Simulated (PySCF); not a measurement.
# Ge³⁺: dipole response in aug-cc-pVDZ-DK

How polarisable is Ge³⁺ at the levels listed below?

Program: PySCF 2.14.0. Level of theory: unrestricted determinants in a Gaussian basis, no spin-orbit coupling in the energies. These are calculated values, not measurements, unless marked.

### Step 1. What is computed

- Element: germanium (Z = 32)
- Basis: aug-cc-pVDZ-DK (6s5p3d, 36 functions)
- Hamiltonian: the spin-free X2C one-electron Hamiltonian (Gaussian nucleus)
- State 1: Ge³⁺: [Ar] 3d10 4s1, 2S determinant
- Methods: UHF, PBE, PBE0, BHandHLYP, M06-L

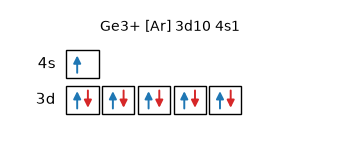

Outer shells as boxes.

The runs were made by one driver on top of PySCF. The scripts below sum up each run's settings (the driver also hands on starting orbitals that pick excited configurations, and frozen orbitals as a list rather than a count), and the logs come from the driver's own runs. The driver starts from symmetry-adapted Hartree-Fock orbitals, holds the occupation by maximum overlap and uses a logarithmic radial grid for functionals, so a plain start would take other cycles.

The integrals over 36 functions and the set-up took 0.46 s of CPU time.

### Step 2. Ge³⁺, method by method

#### UHF

Contents of input.py:

```python
from pyscf import gto, scf, dft, mp, cc
import basis_set_exchange as bse
mol = gto.M(atom="Ge 0 0 0", charge=3, spin=1, symmetry="D2h",
            basis=gto.basis.parse(bse.get_basis("aug-cc-pVDZ-DK", elements=["Ge"], fmt="nwchem")),
            nucmod="G")
mf = scf.UHF(mol).sfx2c1e()
mf.irrep_nelec = {'Ag': (6, 5), 'B1g': (1, 1), 'B2g': (1, 1), 'B3g': (1, 1), 'B1u': (2, 2), 'B2u': (2, 2), 'B3u': (2, 2)}
mf.kernel()
```

The program printed:

```text
damping factor = 0
level_shift factor = 0
DIIS = <class 'pyscf.scf.diis.CDIIS'>
diis_start_cycle = 1
diis_space = 10
diis_damp = 0
SCF conv_tol = 1e-09
SCF conv_tol_grad = None
number electrons alpha = 15  beta = 14
cycle= 1 E= -2094.9416948068  delta_E= -9.55e-12  |g|= 7.97e-07  |ddm|= 1.97e-05
converged SCF energy = -2094.9416948068  <S^2> = 0.75018576  2S+1 = 2.0001858
```

It used 0.66 s of CPU time after the integrals (shared host).

Orbital energies by shell (radii are means over both spins):

| shell | electrons | mean orbital energy (eV) | spread (eV) | rms radius (bohr) |
| --- | --- | --- | --- | --- |
| 1s α | 1 | -11214.2 | 0 | 0.0542 |
| 1s β | 1 | -11214.0 | 0 | 0.0542 |
| 2s α | 1 | -1488.9 | 0 | 0.227 |
| 2s β | 1 | -1488.7 | 0 | 0.227 |
| 2p α | 3 | -1301.0 | 0 | 0.203 |
| 2p β | 3 | -1301.0 | 0 | 0.203 |
| 3s α | 1 | -236.11 | 0 | 0.667 |
| 3s β | 1 | -235.47 | 0 | 0.667 |
| 3p α | 3 | -176.25 | 0 | 0.699 |
| 3p β | 3 | -176.00 | 0 | 0.699 |
| 3d α | 5 | -77.841 | 0 | 0.805 |
| 3d β | 5 | -77.609 | 0 | 0.805 |
| 4s α | 1 | -44.764 | 0 | 2.02 |

⟨S²⟩ = 0.750, ⟨L²⟩ = 0.00.

The driver then solved the coupled dipole response at imaginary frequencies: mean α = 7.302 bohr³, C₆ = 15.60 au for a like pair.

#### PBE

input.py, as changed from the run before:

```diff
@@ -5,3 +5,3 @@
             nucmod="G")
-mf = scf.UHF(mol).sfx2c1e()
+mf = dft.UKS(mol, xc="PBE").sfx2c1e()
 mf.irrep_nelec = {'Ag': (6, 5), 'B1g': (1, 1), 'B2g': (1, 1), 'B3g': (1, 1), 'B1u': (2, 2), 'B2u': (2, 2), 'B3u': (2, 2)}
```

The program printed:

```text
damping factor = 0
level_shift factor = 0
DIIS = <class 'pyscf.scf.diis.CDIIS'>
diis_start_cycle = 1
diis_space = 10
diis_damp = 0
SCF conv_tol = 1e-09
SCF conv_tol_grad = None
number electrons alpha = 15  beta = 14
XC functionals = PBE
    J. P. Perdew, K. Burke, and M. Ernzerhof.,  Phys. Rev. Lett. 77, 3865 (1996)
    J. P. Perdew, K. Burke, and M. Ernzerhof.,  Phys. Rev. Lett. 78, 1396 (1997)
    J. P. Perdew, K. Burke, and M. Ernzerhof.,  Phys. Rev. Lett. 77, 3865 (1996)
    J. P. Perdew, K. Burke, and M. Ernzerhof.,  Phys. Rev. Lett. 78, 1396 (1997)
cycle= 1 E= -2096.20260749226  delta_E= -0.00594  |g|= 0.0563  |ddm|= 0.479
cycle= 2 E= -2096.20333337795  delta_E= -0.000726  |g|= 0.0234  |ddm|= 0.132
cycle= 3 E= -2096.2034881583  delta_E= -0.000155  |g|= 9.2e-06  |ddm|= 0.0395
cycle= 4 E= -2096.20348815834  delta_E= -3.87e-11  |g|= 1.08e-06  |ddm|= 4.9e-05
converged SCF energy = -2096.20348815834  <S^2> = 0.75018107  2S+1 = 2.0001811
```

CPU time 1.9 s on a shared host, the integrals not counted.

The driver then solved the coupled dipole response at imaginary frequencies: mean α = 5.881 bohr³, C₆ = 11.60 au for a like pair.

#### PBE0

input.py, as changed from the run before:

```diff
@@ -5,3 +5,3 @@
             nucmod="G")
-mf = dft.UKS(mol, xc="PBE").sfx2c1e()
+mf = dft.UKS(mol, xc="PBE0").sfx2c1e()
 mf.irrep_nelec = {'Ag': (6, 5), 'B1g': (1, 1), 'B2g': (1, 1), 'B3g': (1, 1), 'B1u': (2, 2), 'B2u': (2, 2), 'B3u': (2, 2)}
```

The program printed:

```text
damping factor = 0
level_shift factor = 0
DIIS = <class 'pyscf.scf.diis.CDIIS'>
diis_start_cycle = 1
diis_space = 10
diis_damp = 0
SCF conv_tol = 1e-09
SCF conv_tol_grad = None
number electrons alpha = 15  beta = 14
XC functionals = PBE0
    C. Adamo and V. Barone.,  J. Chem. Phys. 110, 6158 (1999)
    M. Ernzerhof and G. E. Scuseria.,  J. Chem. Phys. 110, 5029 (1999)
cycle= 1 E= -2096.24246018542  delta_E= -0.00319  |g|= 0.029  |ddm|= 0.379
cycle= 2 E= -2096.24266572668  delta_E= -0.000206  |g|= 0.00895  |ddm|= 0.0973
cycle= 3 E= -2096.24268752484  delta_E= -2.18e-05  |g|= 5.62e-05  |ddm|= 0.0129
cycle= 4 E= -2096.24268752738  delta_E= -2.54e-09  |g|= 4.8e-07  |ddm|= 0.000906
cycle= 5 E= -2096.24268752738  delta_E= -1.82e-12  |g|= 3.74e-08  |ddm|= 2.68e-06
converged SCF energy = -2096.24268752738  <S^2> = 0.75016697  2S+1 = 2.000167
```

It used 2.2 s of CPU time after the integrals (shared host).

The driver then solved the coupled dipole response at imaginary frequencies: mean α = 6.198 bohr³, C₆ = 12.46 au for a like pair.

#### BHandHLYP

input.py, as changed from the run before:

```diff
@@ -5,3 +5,3 @@
             nucmod="G")
-mf = dft.UKS(mol, xc="PBE0").sfx2c1e()
+mf = dft.UKS(mol, xc="BHANDHLYP").sfx2c1e()
 mf.irrep_nelec = {'Ag': (6, 5), 'B1g': (1, 1), 'B2g': (1, 1), 'B3g': (1, 1), 'B1u': (2, 2), 'B2u': (2, 2), 'B3u': (2, 2)}
```

The program printed:

```text
damping factor = 0
level_shift factor = 0
DIIS = <class 'pyscf.scf.diis.CDIIS'>
diis_start_cycle = 1
diis_space = 10
diis_damp = 0
SCF conv_tol = 1e-09
SCF conv_tol_grad = None
number electrons alpha = 15  beta = 14
XC functionals = BHANDHLYP
    A. D. Becke.,  J. Chem. Phys. 98, 1372 (1993)
    Defined through Gaussian implementation.
cycle= 1 E= -2096.48670407122  delta_E= -0.0019  |g|= 0.0168  |ddm|= 0.305
cycle= 2 E= -2096.4867798466  delta_E= -7.58e-05  |g|= 0.00391  |ddm|= 0.0789
cycle= 3 E= -2096.4867839348  delta_E= -4.09e-06  |g|= 0.000127  |ddm|= 0.00286
cycle= 4 E= -2096.48678394972  delta_E= -1.49e-08  |g|= 2.71e-06  |ddm|= 0.00225
cycle= 5 E= -2096.48678394972  delta_E= -5e-12  |g|= 1.03e-07  |ddm|= 1.89e-05
converged SCF energy = -2096.48678394972  <S^2> = 0.75006636  2S+1 = 2.0000664
```

It used 2.6 s of CPU time after the integrals (shared host).

The driver then solved the coupled dipole response at imaginary frequencies: mean α = 6.177 bohr³, C₆ = 12.35 au for a like pair.

#### M06-L

input.py, as changed from the run before:

```diff
@@ -5,3 +5,3 @@
             nucmod="G")
-mf = dft.UKS(mol, xc="BHANDHLYP").sfx2c1e()
+mf = dft.UKS(mol, xc="M06L").sfx2c1e()
 mf.irrep_nelec = {'Ag': (6, 5), 'B1g': (1, 1), 'B2g': (1, 1), 'B3g': (1, 1), 'B1u': (2, 2), 'B2u': (2, 2), 'B3u': (2, 2)}
```

The program printed:

```text
damping factor = 0
level_shift factor = 0
DIIS = <class 'pyscf.scf.diis.CDIIS'>
diis_start_cycle = 1
diis_space = 10
diis_damp = 0
SCF conv_tol = 1e-09
SCF conv_tol_grad = None
number electrons alpha = 15  beta = 14
XC functionals = M06L
    Y. Zhao and D. G. Truhlar.,  J. Chem. Phys. 125, 194101 (2006)
    Y. Zhao and D. G. Truhlar.,  J. Chem. Phys. 125, 194101 (2006)
    Y. Zhao and D. G. Truhlar.,  Theor. Chem. Acc. 120, 215 (2008)
cycle= 1 E= -2096.4419871998  delta_E= -0.00427  |g|= 0.0227  |ddm|= 0.769
cycle= 2 E= -2096.44211458827  delta_E= -0.000127  |g|= 0.00765  |ddm|= 0.106
cycle= 3 E= -2096.44213124779  delta_E= -1.67e-05  |g|= 0.000159  |ddm|= 0.0135
cycle= 4 E= -2096.44213125926  delta_E= -1.15e-08  |g|= 5.69e-06  |ddm|= 0.00143
cycle= 5 E= -2096.44213125927  delta_E= -8.19e-12  |g|= 5.04e-07  |ddm|= 1.93e-05
converged SCF energy = -2096.44213125927  <S^2> = 0.75048078  2S+1 = 2.0004807
```

CPU time 4.7 s on a shared host, the integrals not counted.

The driver then solved the coupled dipole response at imaginary frequencies: mean α = 6.313 bohr³, C₆ = 12.92 au for a like pair.

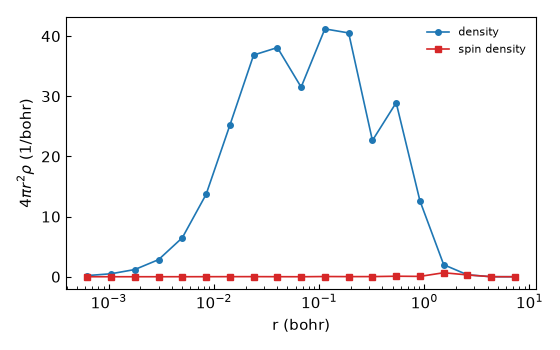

Radial density 4πr²ρ of Ge³⁺ at UHF, at 19 stored radii joined by straight lines.

### Step 3. The response side by side

Ge³⁺, in atomic units:

| method | mean α | C₆ (like pair) | S(−4) |
| --- | --- | --- | --- |
| UHF | 7.302 | 15.60 | 51.51 |
| PBE | 5.881 | 11.60 | 32.07 |
| PBE0 | 6.198 | 12.46 | 36.02 |
| BHandHLYP | 6.177 | 12.35 | 36.00 |
| M06-L | 6.313 | 12.92 | 36.69 |

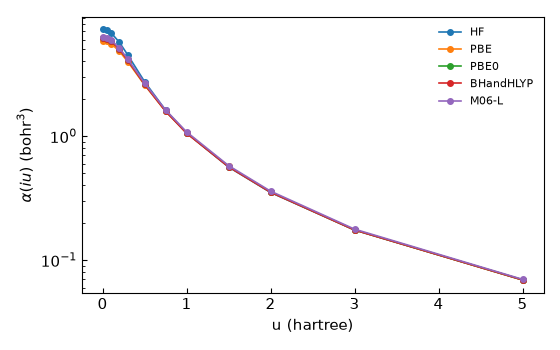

α(iu) of Ge³⁺, the polarisability at imaginary frequency, on a logarithmic scale.

### Step 4. Summary of results

| quantity | value |
| --- | --- |
| α of Ge³⁺ | 5.881 (PBE) to 7.302 (UHF) bohr³ |

A single London oscillator with the computed α and C₆ of Ge³⁺ at UHF would have ω = 4 C₆ / (3 α²) = 0.390 hartree. All values hold for this basis alone; no basis-set limit was taken.
